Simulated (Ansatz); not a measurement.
GeH3ClF2: nudged elastic band

System: GeH3ClF2.
Method: RKS PBE/def2-SVP (Ansatz 0.2.0).

One setting was made poor on purpose. It belongs to a series of runs on one base structure; here: band between the two ends. Figures and captions count atoms from 1; the log counts them from 0 in places.

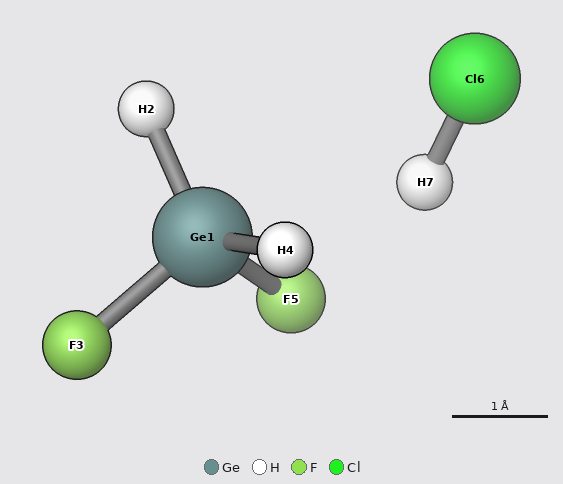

The structure as given in the input (ball-and-stick view, seen at a tilt; atoms are numbered from 1 in the order of the input). Sticks mark near contacts. Bond lengths as drawn: Cl–H 1.31 Å, F–Ge 1.75 to 1.78 Å and Ge–H 1.54 Å.

Input:
```yaml
crystal:
  periodic: [false, false, false]
  atoms:
    - { symbol: Ge, position_ang: [0.278872, 0.159899, 0.031668] }
    - { symbol: H, position_ang: [0.843479, 0.485445, 1.426024] }
    - { symbol: F, position_ang: [1.604997, -0.400668, -0.958455] }
    - { symbol: H, position_ang: [-0.511547, 1.196338, -0.786758] }
    - { symbol: F, position_ang: [-0.735675, -1.288621, 0.188771] }
    - { symbol: Cl, position_ang: [-2.642741, 0.387745, 1.868273] }
    - { symbol: H, position_ang: [-2.146186, -0.646238, 1.232477] }
basis:
  gaussian: { orbitals: def2-SVP }
hamiltonian:
  xc: pbe
neb:
  order_check: false
  images: 1
  f_tol: 0.05
  max_iterations: 60
  climbing: false
  final_atoms:
    - { symbol: Ge, position_ang: [-0.67500887, -0.41242993, -0.40658005] }
    - { symbol: H, position_ang: [0.51118843, 1.30488807, 2.31762595] }
    - { symbol: F, position_ang: [0.84932248, -1.03857287, 0.14942745] }
    - { symbol: H, position_ang: [-0.57619129, 1.09657991, -0.67762798] }
    - { symbol: F, position_ang: [-1.0051264, -1.27032467, -1.8833991] }
    - { symbol: Cl, position_ang: [-2.18884545, -0.9433297, 1.01673004] }
    - { symbol: H, position_ang: [-0.22413989, 1.15708919, 2.48582369] }
  initial_path:
    images:
      - { positions_ang: [[0.278872, 0.159899, 0.031668], [0.843479, 0.485445, 1.426024], [1.604997, -0.400668, -0.958455], [-0.511547, 1.196338, -0.786758], [-0.735675, -1.288621, 0.188771], [-2.642741, 0.387745, 1.868273], [-2.146186, -0.646238, 1.232477]] }
      - { positions_ang: [[-0.05383301, -0.08461124, -0.04792205], [0.17101744, 0.19008565, 1.81862126], [1.4522992, -0.2406674, -0.77581642], [-0.8010737, 1.12547199, -0.66144582], [-0.94700496, -1.48287163, -0.30397403], [-2.33328446, 0.1437559, 1.00190302], [-0.79692152, 0.24273673, 1.97063403]] }
      - { positions_ang: [[-0.67500887, -0.41242993, -0.40658005], [0.51118843, 1.30488807, 2.31762595], [0.84932248, -1.03857287, 0.14942745], [-0.57619129, 1.09657991, -0.67762798], [-1.0051264, -1.27032467, -1.8833991], [-2.18884545, -0.9433297, 1.01673004], [-0.22413989, 1.15708919, 2.48582369]] }
```

Hardware: 2 threads of Intel Xeon (Sapphire Rapids), 192 GiB of memory available, shared host.

Command:
```bash
ansatz run input.yaml --threads 2 --pin off --max-ram 3072MiB --backend cpu --events-out ev --progress --plain --runs-dir out
```

The program's output:
```
Engine: ansatz 0.2.0, x86_64-unknown-linux-gnu
Functional definition: PBE
  parameter kappa = 0.804
  parameter beta = 0.06672455060314922
  exchange = pbe_x(kappa = kappa, mu = beta*pi^2/3)
  correlation = pbe_c(beta = beta)
1016 factors; their error is unknown
mean field evaluation 1: about -74487.6279 eV, gradient 4.9e1 eV
mean field evaluation 2: about -74471.4965 eV, gradient 1.1e2 eV
mean field evaluation 4: about -74491.0673 eV, gradient 4.3e0 eV
mean field evaluation 8: about -74491.0247 eV, gradient 9.6e-2 eV
mean field -74491.02468434 eV, -2737.4946653196 hartree, gradient 6.4e-5 eV, S^2 0.000000; 0 other end points of the search recorded, 0 dependent functions left out
the calculation of the forces begins
reference -74491.02471521 eV, -2737.4946664540 hartree; 35, 35 occupied and 58, 58 virtual orbitals, 1016 factors
1016 factors; their error is unknown
mean field evaluation 16: about -74468.0515 eV, gradient 1.2e2 eV
mean field -74491.34624512 eV, -2737.5064824603 hartree, gradient 1.0e-5 eV, S^2 0.000000; 0 other end points of the search recorded, 0 dependent functions left out
[... from here on the field's lines of each further geometry are left out, up to the last ...]
NEB iter   1: max|band force component| = 3.491e0 eV/Å  barrier→ = 2.8491 eV  barrier← = 3.1706 eV  Δτ_max = 0.2000 Å  (76 SCF iters)
NEB iter   2: max|band force component| = 2.405e0 eV/Å  barrier→ = 2.1036 eV  barrier← = 2.4252 eV  Δτ_max = 0.1872 Å  (35 SCF iters)
NEB iter   3: max|band force component| = 1.023e0 eV/Å  barrier→ = 1.6938 eV  barrier← = 2.0154 eV  Δτ_max = 0.2000 Å  (35 SCF iters)
NEB iter   4: max|band force component| = 8.567e-1 eV/Å  barrier→ = 1.4833 eV  barrier← = 1.8049 eV  Δτ_max = 0.2000 Å  (35 SCF iters)
NEB iter   5: max|band force component| = 9.124e-1 eV/Å  barrier→ = 1.3199 eV  barrier← = 1.6414 eV  Δτ_max = 0.0988 Å  (35 SCF iters)
NEB iter   6: max|band force component| = 4.924e-1 eV/Å  barrier→ = 1.1394 eV  barrier← = 1.4609 eV  Δτ_max = 0.1933 Å  (30 SCF iters)
NEB iter   7: max|band force component| = 1.044e0 eV/Å  barrier→ = 0.8676 eV  barrier← = 1.1892 eV  Δτ_max = 0.0986 Å  (34 SCF iters)
NEB iter   8: max|band force component| = 7.044e-1 eV/Å  barrier→ = 0.6790 eV  barrier← = 1.0005 eV  Δτ_max = 0.0982 Å  (29 SCF iters)
NEB iter   9: max|band force component| = 6.316e-1 eV/Å  barrier→ = 0.5082 eV  barrier← = 0.8297 eV  Δτ_max = 0.0983 Å  (29 SCF iters)
NEB iter  10: max|band force component| = 4.001e-1 eV/Å  barrier→ = 0.3353 eV  barrier← = 0.6569 eV  Δτ_max = 0.0978 Å  (29 SCF iters)
NEB iter  11: max|band force component| = 3.933e-1 eV/Å  barrier→ = 0.1927 eV  barrier← = 0.5143 eV  Δτ_max = 0.1931 Å  (29 SCF iters)
NEB iter  12: max|band force component| = 3.140e-1 eV/Å  barrier→ = 0.0000 eV  barrier← = 0.3216 eV  Δτ_max = 0.1928 Å  (29 SCF iters)
NEB iter  13: max|band force component| = 3.180e-1 eV/Å  barrier→ = 0.0000 eV  barrier← = 0.3216 eV  Δτ_max = 0.1700 Å  (28 SCF iters)
NEB iter  14: max|band force component| = 2.240e-1 eV/Å  barrier→ = 0.0000 eV  barrier← = 0.3216 eV  Δτ_max = 0.0684 Å  (28 SCF iters)
NEB iter  15: max|band force component| = 1.348e-1 eV/Å  barrier→ = 0.0000 eV  barrier← = 0.3216 eV  Δτ_max = 0.1995 Å  (28 SCF iters)
NEB iter  16: max|band force component| = 2.005e-1 eV/Å  barrier→ = 0.0000 eV  barrier← = 0.3216 eV  Δτ_max = 0.0960 Å  (29 SCF iters)
NEB iter  17: max|band force component| = 9.740e-2 eV/Å  barrier→ = 0.0000 eV  barrier← = 0.3216 eV  Δτ_max = 0.0164 Å  (25 SCF iters)
NEB iter  18: max|band force component| = 5.848e-2 eV/Å  barrier→ = 0.0000 eV  barrier← = 0.3216 eV  Δτ_max = 0.0679 Å  (27 SCF iters)
the calculation of the forces begins
reference -74491.33687437 eV, -2737.5061380914 hartree; 35, 35 occupied and 58, 58 virtual orbitals, 1016 factors
1016 factors; their error is unknown
mean field -74491.33684325 eV, -2737.5061369478 hartree, gradient 8.9e-5 eV, S^2 0.000000; 1 other end points of the search recorded, 0 dependent functions left out
the calculation of the forces begins
reference -74491.33687437 eV, -2737.5061380914 hartree; 35, 35 occupied and 58, 58 virtual orbitals, 1016 factors
NEB iter  19: max|band force component| = 2.024e-2 eV/Å  barrier→ = 0.0000 eV  barrier← = 0.3216 eV  Δτ_max = 0.0000 Å  (53 SCF iters)
```

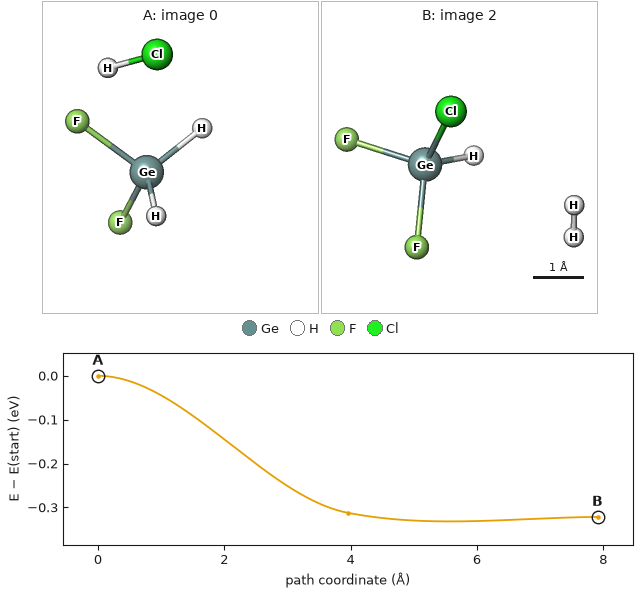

Images of the last band (counted from 0; ball-and-stick, seen at a tilt) above the energy along the path; the line is a cubic interpolation that uses the forces. No image lies above both ends; the end is 0.322 eV below the start. The path is 7.91 Å long. The band converged in 19 iterations.

```
Total energy: -74491.02471521 eV, -2737.4946664540 hartree
Atom 0 at     0.278872     0.159899     0.031668 Å, force     0.005050     0.007528     0.009472 eV/Å
Atom 1 at     0.843479     0.485445     1.426024 Å, force    -0.003049     0.001305    -0.003953 eV/Å
Atom 2 at     1.604997    -0.400668    -0.958455 Å, force     0.001494     0.001414    -0.004203 eV/Å
Atom 3 at    -0.511547     1.196338    -0.786758 Å, force     0.003019    -0.003602     0.000486 eV/Å
Atom 4 at    -0.735675    -1.288621     0.188771 Å, force    -0.007751    -0.007925    -0.004084 eV/Å
Atom 5 at    -2.642741     0.387745     1.868273 Å, force    -0.001883     0.001646    -0.000912 eV/Å
Atom 6 at    -2.146186    -0.646238     1.232477 Å, force     0.003121    -0.000367     0.003195 eV/Å
Dipole moment:     0.073860     0.272961     0.041542 e Å
this run last wrote the band of iteration 19 to [file]
```

The last band as extended XYZ (Å, eV, eV/Å):
```
7
Properties=species:S:1:pos:R:3:forces:R:3 image=0 energy=-74491.02468
Ge    0.2789    0.1599    0.0317    0.0050   0.0075   0.0095
H     0.8435    0.4854    1.4260   -0.0030   0.0013  -0.0040
F     1.6050   -0.4007   -0.9585    0.0015   0.0014  -0.0042
H    -0.5115    1.1963   -0.7868    0.0030  -0.0036   0.0005
F    -0.7357   -1.2886    0.1888   -0.0078  -0.0079  -0.0041
Cl   -2.6427    0.3877    1.8683   -0.0019   0.0016  -0.0009
H    -2.1462   -0.6462    1.2325    0.0031  -0.0004   0.0032
7
Properties=species:S:1:pos:R:3:forces:R:3 image=1 energy=-74491.33684
Ge   -0.7689    0.2236   -0.5267   -0.0203   0.0089  -0.0038
H     0.6486   -0.4544    2.4011   -0.0036  -0.0104   0.0101
F     0.8237    0.7110   -0.0199   -0.0047   0.0195   0.0316
H    -1.0505    0.7799   -1.9318   -0.0044  -0.0250  -0.0086
F    -0.7308   -1.5144   -0.5370   -0.0129  -0.0011  -0.0272
Cl   -2.2081    0.8489    0.9346    0.0094   0.0169  -0.0272
H    -0.0228   -0.7006    2.6816    0.0364  -0.0089   0.0251
7
Properties=species:S:1:pos:R:3:forces:R:3 image=2 energy=-74491.34624
Ge   -0.6750   -0.4124   -0.4066    0.0052  -0.0021   0.0004
H     0.5112    1.3049    2.3176   -0.0058  -0.0056   0.0040
F     0.8493   -1.0386    0.1494   -0.0065   0.0071   0.0000
H    -0.5762    1.0966   -0.6776    0.0028  -0.0078   0.0003
F    -1.0051   -1.2703   -1.8834   -0.0042   0.0023  -0.0026
Cl   -2.1888   -0.9433    1.0167    0.0023  -0.0026  -0.0013
H    -0.2241    1.1571    2.4858    0.0062   0.0088  -0.0008
```

Summary:

```tsv
quantity	value
outcome	converged
barrier, forward	0.000 eV
barrier, backward	0.322 eV
wall time	21 s (CPU time 40 s)
peak memory	0.16 GiB
```

Remarks:

A deliberately poor setting: few images. The order of the saddle point was not checked.
